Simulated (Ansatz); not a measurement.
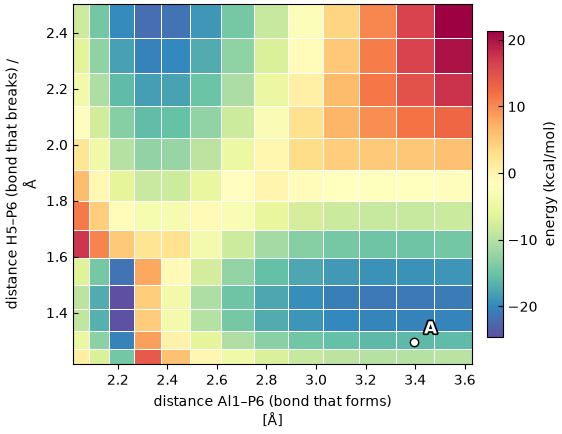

The reacting system AlH₆P (fragments AlH₃ + H₃P where the first distance is long, AlH₄P + H₂ where the second is long). Coordinates scanned: (1) distance Al1–P6 (bond that forms); (2) distance H5–P6 (bond that breaks). Relaxed at each point: all other coordinates. The grid has 13 × 13 points. Points are written as (first, second). Energies are in kcal/mol, from a guessed transition structure relaxed with its forming and breaking bonds held. Energies and slopes of some neighbouring points disagree (a jump in structure or state, or too coarse a mesh). The reference is spin-restricted, so regions where a bond is pulled apart into radicals lie too high. These are results of RKS B3LYP-D4/def2-SVP in Ansatz 0.2.0, not measurements.

In the figure: one coloured cell a grid point, the point A.

### Is A at rest? If not, where is it pushed?

A, at (3.397 Å, 1.296 Å), is not a stationary point. The computed force is 1.2 kcal/mol for each Å towards smaller values of the first coordinate and 87 kcal/mol for each Å towards larger values of the second coordinate.
